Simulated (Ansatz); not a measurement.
# YbAl2Si2 (P-3m1): convergence test of the k-point mesh in Python

How fine a k-point mesh does YbAl2Si2 (P-3m1) need? Aim: a convergence test of the k-point mesh, for YbAl2Si2 (P-3m1), run from a script.

All numbers are computed with the Python package of Ansatz 0.2.0. Level of theory: DFT LDA, plane waves, PAW.

## Step 1: The structure

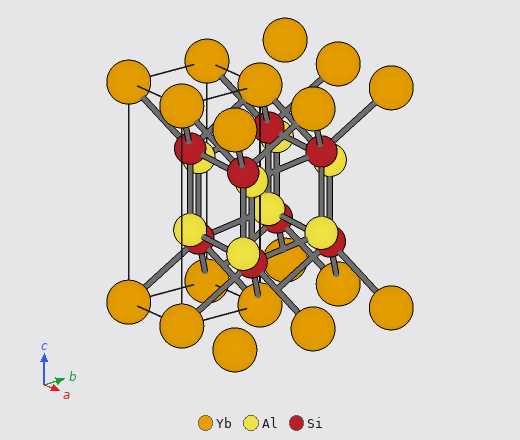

The structure that the script starts from, seen slightly off an axis (ytterbium amber, aluminium yellow, silicon red). 2×2×1 cells are drawn. Atoms on cell faces are repeated.

No structure file is read: the coordinates are typed or built in the script.

## Step 2: Script

ybal2si2.py

```python
import ansatz
from ase import Atoms
import matplotlib.pyplot as plt


def main() -> None:
    atoms = Atoms(
        ["Yb", "Al", "Al", "Si", "Si"],
        scaled_positions=[
            [0.0, 0.0, 0.0],
            [2 / 3, 1 / 3, 0.36835],
            [1 / 3, 2 / 3, 0.63165],
            [2 / 3, 1 / 3, 0.73834],
            [1 / 3, 2 / 3, 0.26166],
        ],
        cell=[
            [4.14857, 0.0, 0.0],
            [-2.07429, 3.59277, 0.0],
            [0.0, 0.0, 7.05171],
        ],
        pbc=True,
    )
    xtal = ansatz.Crystal.from_ase(atoms)

    calc = (
        xtal.calculation()
        .functional("LDA")
        .pseudopotentials("paw")
        .occupations("fermi_dirac", width=0.1)
    )

    rows = []
    for value in [(2, 2, 1), (3, 3, 2), (4, 4, 2), (5, 5, 3), (6, 6, 3), (8, 8, 4)]:
        r = calc.kpoints(*value).run(threads=1).report
        rows.append((value, r["free_energy_ev"] / len(r["lattice"]["sites"]), r["n_iterations"], r["n_kpoints"]))

    print("        mesh   F/atom (eV)    iterations      k-points")
    for row in rows:
        print(f"{str(row[0]):>12s}  {row[1]:12.5f}  {row[2]:12d}  {row[3]:12d}")

    for row in rows[:-1]:
        shift = 1000 * (row[1] - rows[-1][1])
        print(f"{row[0]}: {shift:+.2f} meV/atom" + ("  (within 5 meV)" if abs(shift) < 5 else ""))
    plt.figure(figsize=(4.5, 3))
    plt.plot([str(row[0]) for row in rows], [1000 * (row[1] - rows[-1][1]) for row in rows], "o-")
    plt.xlabel("mesh")
    plt.ylabel("F - F(last) (meV/atom)")
    plt.tight_layout()
    plt.savefig("kconv.png", dpi=100)


if __name__ == "__main__":
    main()
```

## Step 3: Launch

Command:

```console
$ python ybal2si2.py
```

The program printed:

```text
DeckWarning: basis.ecutwfc = 420 eV, auto-derived from the records' recommended cutoffs: set by Yb (normal level)
        mesh   F/atom (eV)    iterations      k-points
   (2, 2, 1)   -3160.92668             9             2
   (3, 3, 2)   -3160.99771             8             6
   (4, 4, 2)   -3161.06530             8             8
   (5, 5, 3)   -3161.08040             9            12
   (6, 6, 3)   -3161.08592             9            17
   (8, 8, 4)   -3161.08736             8            35
(2, 2, 1): +160.68 meV/atom
(3, 3, 2): +89.66 meV/atom
(4, 4, 2): +22.07 meV/atom
(5, 5, 3): +6.96 meV/atom
(6, 6, 3): +1.44 meV/atom  (within 5 meV)
```

(Warnings from the package without file and line.)

Wall time 12 s (1 thread of Arm Neoverse V2, shared host); peak memory 0.49 GiB.

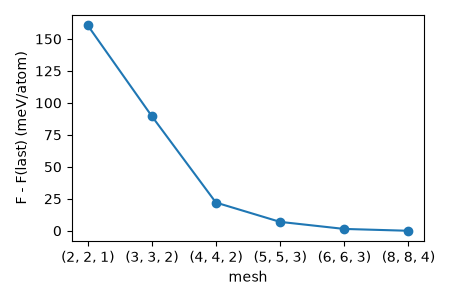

The script's own figure, kconv.png.

## Step 4: The runs side by side

The 6 runs, in the order started:

```
run     k mesh  energy from run 6 (meV/atom)  SCF cycles  CPU time (s)
  1  [2, 2, 1]                        160.68           9          0.51
  2  [3, 3, 2]                         89.66           8          0.85
  3  [4, 4, 2]                         22.07           8           1.1
  4  [5, 5, 3]                          6.96           9           1.6
  5  [6, 6, 3]                          1.44           9           2.2
  6  [8, 8, 4]                          0.00           8             4
```

Energies are free energies F = E - TS of the smeared occupations. 

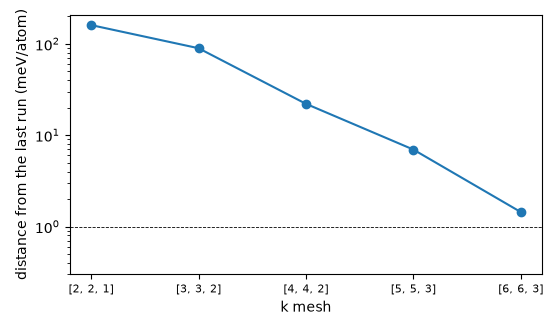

How far each run lies from the last one; the dashed line marks 1 meV/atom.

## Step 5: Summary of results

```
                              quantity           value
                         runs compared               6
       last run but one, from the last  +1.44 meV/atom
within 5 meV/atom of the last run from       [6, 6, 3]
```

From 6×6×3 on it stays within 5 meV an atom of the value at 8×8×4; the first row (2×2×1) is off by 160.7 meV and the last but one by 1.44 meV. This holds for F at a smearing of 0.1 eV; a narrower one needs a denser mesh. Semilocal functionals put the nearly full 4f shell of Yb too close to the Fermi level. The structure comes from a database of computed cells and needn't be a stable or known phase. Shifts are counted from the finest mesh, which is itself no proven limit.
